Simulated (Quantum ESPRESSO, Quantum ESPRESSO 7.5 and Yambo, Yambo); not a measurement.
**A GW chain in Yambo: SiC (P6_3mc)**

Aim: the G0W0 gap of SiC (P6_3mc) on PBE, step by step.

Method: PBE and many-body steps on it, plane waves, in Quantum ESPRESSO 7.5 and Yambo 5.3.0.

**The experiments to reproduce.**

- Gap 3 eV: optical absorption onset, approximate; UV-Vis-NIR transmission; bulk crystal (400 micron semi-insulating 6H-SiC wafer) (“Effects of energetic ion irradiation on WSe2/SiC heterostructures”, 2017, pmc:5482891).

- Gap 3.03 eV: indirect gap, experimental literature value; quoted from earlier experiment; bulk crystal (quoted in “Charge spill-out and work function of few-layer graphene on SiC(0001)”, 2018, arxiv:1806.04908).

- Gap 3.02 eV: band gap at cryogenic temperature; bulk crystal (literature value) (quoted in “Silicon carbide diodes for neutron detection”, 2020, arxiv:2009.14696).

### Step 1. The structure

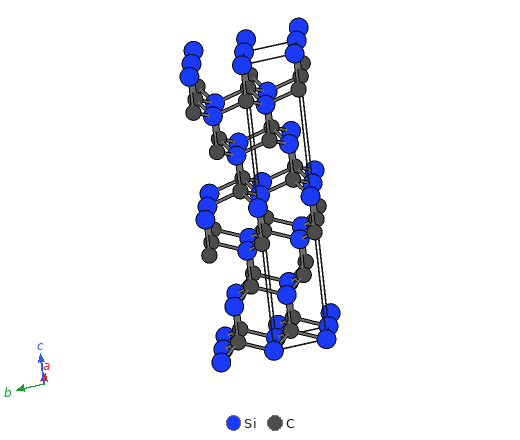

Start, viewed from a free direction; silicon blue, carbon dark grey. 2×2×1 cells are drawn. Bonds to atoms that aren't drawn are left out. Some periodic images of atoms are drawn too.

The cell and positions are those that the Materials Project relaxed with its own functionals (PBE, PBE+U or r2SCAN), kept fixed.

### Step 2. Ground state

This step: Quantum ESPRESSO 7.5; DFT, PBE, plane waves, norm-conserving pseudopotentials.

The ground-state density comes first.

pw.in reads:

```
&control
  calculation = 'scf'
  prefix = 'x'
  outdir = 'o'
  pseudo_dir = 'pseudo'
/
&system
  ibrav = 0
  nat = 12
  ntyp = 2
  ecutwfc = 74.0
  nbnd = 34
  force_symmorphic = .true.
/
&electrons
  conv_thr = 1e-10
  electron_maxstep = 80
  mixing_beta = 0.5
/
ATOMIC_SPECIES
  Si 28.085 Si.upf
  C 12.011 C.upf
CELL_PARAMETERS angstrom
  3.0766210102 -0.0000000000 0.0000000000
  -1.5383105051 2.6644319527 0.0000000000
  0.0000000000 0.0000000000 15.0980843200
ATOMIC_POSITIONS crystal
  Si 0.3333333333 0.6666666667 0.8329861500
  Si 0.6666666667 0.3333333333 0.3329861500
  Si 0.6666666667 0.3333333333 0.6665006000
  Si 0.3333333333 0.6666666667 0.1665006000
  Si 0.0000000000 0.0000000000 0.4997294200
  Si 0.0000000000 0.0000000000 0.9997294200
  C 0.0000000000 0.0000000000 0.8743664100
  C 0.0000000000 0.0000000000 0.3743664100
  C 0.3333333333 0.6666666667 0.7079967800
  C 0.6666666667 0.3333333333 0.2079967800
  C 0.6666666667 0.3333333333 0.5415216400
  C 0.3333333333 0.6666666667 0.0415216400
K_POINTS automatic
  6 6 2 0 0 0
```

Launch:

```
$ OMP_NUM_THREADS=1 mpirun -n 4 pw.x -nk 4 -in pw.in > pw.out
```

The log of the run:

```text
Program PWSCF v.7.5 starts

     This program is part of the open-source Quantum ESPRESSO suite
     for quantum simulation of materials; please cite
         "P. Giannozzi et al., J. Phys.:Condens. Matter 21 395502 (2009);
         "P. Giannozzi et al., J. Phys.:Condens. Matter 29 465901 (2017);
         "P. Giannozzi et al., J. Chem. Phys. 152 154105 (2020);
     in publications or presentations arising from this work. More details at
     Message from routine setup:
     using ibrav=0 with symmetry is DISCOURAGED, use correct ibrav instead

     G-vector sticks info

     bravais-lattice index     =            0
     lattice parameter (alat)  =       5.8140  a.u.
     unit-cell volume          =     835.2127 (a.u.)^3
     number of atoms/cell      =           12
     number of atomic types    =            2
     number of electrons       =        48.00
     number of Kohn-Sham states=           34
     kinetic-energy cutoff     =      74.0000  Ry
     charge density cutoff     =     296.0000  Ry
     scf convergence threshold =      1.0E-10
     mixing beta               =       0.5000
     number of iterations used =            8  plain     mixing
     Exchange-correlation= PBE
                           (   1   4   3   4   0   0   0)

     celldm(1)=   5.813971  celldm(2)=   0.000000  celldm(3)=   0.000000
     celldm(4)=   0.000000  celldm(5)=   0.000000  celldm(6)=   0.000000

     crystal axes: (cart. coord. in units of alat)
               a(1) = (   1.000000  -0.000000   0.000000 )
               a(2) = (  -0.500000   0.866025   0.000000 )
               a(3) = (   0.000000   0.000000   4.907359 )

     reciprocal axes: (cart. coord. in units 2 pi/alat)
               b(1) = (  1.000000  0.577350 -0.000000 )
               b(2) = (  0.000000  1.154701 -0.000000 )
               b(3) = ( -0.000000 -0.000000  0.203776 )
     Pseudo is Norm-conserving + core correction, Zval =  4.0
     Generated using ONCVPSP code by D. R. Hamann
     Using radial grid of 1510 points,  6 beta functions with:
     Pseudo is Norm-conserving + core correction, Zval =  4.0
     Generated using ONCVPSP code by D. R. Hamann
     Using radial grid of 1248 points,  4 beta functions with:
     Si                4.00    28.08500     Si( 1.00)
     C                 4.00    12.01100     C ( 1.00)

      6 Sym. Ops. (no inversion) found

   Cartesian axes

     site n.     atom                  positions (alat units)
         1        Si     tau(   1) = (  -0.0000000   0.5773503   4.0877622  )
         2        Si     tau(   2) = (   0.5000000   0.2886751   1.6340826  )
         3        Si     tau(   3) = (   0.5000000   0.2886751   3.2707578  )
         4        Si     tau(   4) = (  -0.0000000   0.5773503   0.8170782  )
         5        Si     tau(   5) = (   0.0000000   0.0000000   2.4523518  )
         6        Si     tau(   6) = (   0.0000000   0.0000000   4.9060313  )
         7        C      tau(   7) = (   0.0000000   0.0000000   4.2908300  )
         8        C      tau(   8) = (   0.0000000   0.0000000   1.8371504  )
         9        C      tau(   9) = (  -0.0000000   0.5773503   3.4743945  )
        10        C      tau(  10) = (   0.5000000   0.2886751   1.0207149  )
        11        C      tau(  11) = (   0.5000000   0.2886751   2.6574412  )
        12        C      tau(  12) = (  -0.0000000   0.5773503   0.2037616  )

     number of k points=    14
                       cart. coord. in units 2pi/alat
        k(    1) = (   0.0000000   0.0000000   0.0000000), wk =   0.0277778
        k(    2) = (   0.0000000   0.0000000  -0.1018878), wk =   0.0277778
        k(    3) = (   0.0000000   0.1924501   0.0000000), wk =   0.1666667
        k(    4) = (   0.0000000   0.1924501  -0.1018878), wk =   0.1666667
        k(    5) = (   0.0000000   0.3849002   0.0000000), wk =   0.1666667
        k(    6) = (   0.0000000   0.3849002  -0.1018878), wk =   0.1666667
        k(    7) = (   0.0000000  -0.5773503   0.0000000), wk =   0.0833333
        k(    8) = (   0.0000000  -0.5773503  -0.1018878), wk =   0.0833333
        k(    9) = (   0.1666667   0.2886751   0.0000000), wk =   0.1666667
        k(   10) = (   0.1666667   0.2886751  -0.1018878), wk =   0.1666667
        k(   11) = (   0.1666667   0.4811252   0.0000000), wk =   0.3333333
        k(   12) = (   0.1666667   0.4811252  -0.1018878), wk =   0.3333333
        k(   13) = (   0.3333333   0.5773503   0.0000000), wk =   0.0555556
        k(   14) = (   0.3333333   0.5773503  -0.1018878), wk =   0.0555556

     Dense  grid:    71833 G-vectors     FFT dimensions: (  32,  32, 160)

     Initial potential from superposition of free atoms

     starting charge      47.9961, renormalised to      48.0000
     Starting wfcs are   48 randomized atomic wfcs

     per-process dynamical memory:    77.6 Mb

     Self-consistent Calculation

     iteration #  1     ecut=    74.00 Ry     beta= 0.50

     total energy              =    -122.61462581 Ry
     estimated scf accuracy    <       2.58459652 Ry

     iteration #  2     ecut=    74.00 Ry     beta= 0.50

     total energy              =    -123.22948681 Ry
     estimated scf accuracy    <       0.09988312 Ry

     iteration #  3     ecut=    74.00 Ry     beta= 0.50

     total energy              =    -123.23268329 Ry
     estimated scf accuracy    <       0.02270817 Ry

     iteration #  4     ecut=    74.00 Ry     beta= 0.50

     total energy              =    -123.23669704 Ry
     estimated scf accuracy    <       0.00904042 Ry

     iteration #  5     ecut=    74.00 Ry     beta= 0.50

     total energy              =    -123.23590171 Ry
     estimated scf accuracy    <       0.00222533 Ry

     iteration #  6     ecut=    74.00 Ry     beta= 0.50

     total energy              =    -123.23666023 Ry
     estimated scf accuracy    <       0.00007847 Ry

     iteration #  7     ecut=    74.00 Ry     beta= 0.50

     total energy              =    -123.23647623 Ry
     estimated scf accuracy    <       0.00052448 Ry

     iteration #  8     ecut=    74.00 Ry     beta= 0.50

     total energy              =    -123.23656790 Ry
     estimated scf accuracy    <       0.00000167 Ry

     iteration #  9     ecut=    74.00 Ry     beta= 0.50

     total energy              =    -123.23656983 Ry
     estimated scf accuracy    <       0.00000058 Ry

     iteration # 10     ecut=    74.00 Ry     beta= 0.50

     total energy              =    -123.23656979 Ry
     estimated scf accuracy    <       0.00000022 Ry

     iteration # 11     ecut=    74.00 Ry     beta= 0.50

     total energy              =    -123.23656981 Ry
     estimated scf accuracy    <       0.00000002 Ry

     iteration # 12     ecut=    74.00 Ry     beta= 0.50

     total energy              =    -123.23656982 Ry
     estimated scf accuracy    <       0.00000004 Ry

     iteration # 13     ecut=    74.00 Ry     beta= 0.50

     total energy              =    -123.23656982 Ry
     estimated scf accuracy    <          4.9E-10 Ry

     iteration # 14     ecut=    74.00 Ry     beta= 0.50

     total energy              =    -123.23656982 Ry
     estimated scf accuracy    <          1.1E-10 Ry

     iteration # 15     ecut=    74.00 Ry     beta= 0.50

     End of self-consistent calculation

          k = 0.0000 0.0000 0.0000 (  8941 PWs)   bands (ev):

    -5.9044  -5.3824  -5.3457  -3.8489  -3.8192  -2.3274   0.9710   3.3230
     3.3625   7.1497   7.1774   8.4354   8.4354   8.6224   8.6224   8.7318
     8.7318   9.2006   9.2006   9.2818   9.2818   9.5475   9.5842   9.5842
    14.7869  14.9569  15.3681  15.8789  15.9143  16.2795  16.5219  16.5223
    16.7547  16.9642

          k = 0.0000 0.0000-0.1019 (  8874 PWs)   bands (ev):

    -5.7685  -5.7685  -4.7062  -4.7062  -2.8729  -2.8729   1.7365   1.7365
     5.2333   5.2333   8.4947   8.4947   8.4947   8.4947   8.8163   8.8163
     8.9453   8.9453   8.9453   8.9453   9.4882   9.4882   9.4882   9.4882
    14.8537  14.8537  15.6001  15.6001  16.2727  16.2727  16.6157  16.6157
    16.6158  16.6158

          k = 0.0000 0.1925 0.0000 (  8928 PWs)   bands (ev):

    -5.4237  -4.9094  -4.8708  -3.4012  -3.3707  -1.9297   1.4053   3.5971
     3.6364   6.2563   6.4079   6.5068   7.0185   7.0724   7.6872   7.8061
     7.9520   8.0005   8.0544   8.2552   8.8188   8.8594   9.2427   9.3480
    14.3228  14.7073  14.8010  15.4838  15.9690  16.3919  16.7494  16.8808
    17.0977  17.2331

          k = 0.0000 0.1925-0.1019 (  8952 PWs)   bands (ev):

     [... further k-points ...]

     highest occupied, lowest unoccupied level (ev):     9.5842   11.6109

!    total energy              =    -123.23656982 Ry
     estimated scf accuracy    <          4.3E-11 Ry

     The total energy is the sum of the following terms:
     one-electron contribution =      33.74328285 Ry
     hartree contribution      =      14.05792536 Ry
     xc contribution           =     -45.38096250 Ry
     ewald contribution        =    -125.65681554 Ry

     convergence has been achieved in  15 iterations

     XML data file, charge density, pseudopotentials, collected wavefunctions

=------------------------------------------------------------------------------=
   JOB DONE.
=------------------------------------------------------------------------------=
```

Elapsed: 36 s, on 4 MPI ranks of Arm Neoverse V1, shared host; peak memory 0.52 GiB; 2.4 min of CPU time.

This step gave:

```
total energy               : -1676.7190 eV
gap                        : 2.027 eV
k of the valence top       : 0, 0, 0
k of the conduction bottom : 0, -0.5, 0
least direct gap           : 3.130 eV
```

The gap is indirect, with the least direct gap 1.10 eV higher.

[end of part 1 of 3]

[Paths, hosts, dates, memory and timing lines, banners, echoed tables and standing remarks are left out of the program output.]

[Logs are printed without paths, hosts, clocks, repeated set-up lines and the standing remarks that a program may print on its own settings, such as how far it seeks lower states.]

[Runs of the session that timed out or met a known fault of the program may be left out.]

[Hosts, paths, dates, database ids (printed as entryN), source tags and the programs' standing remarks are cut or masked in the printed files.]
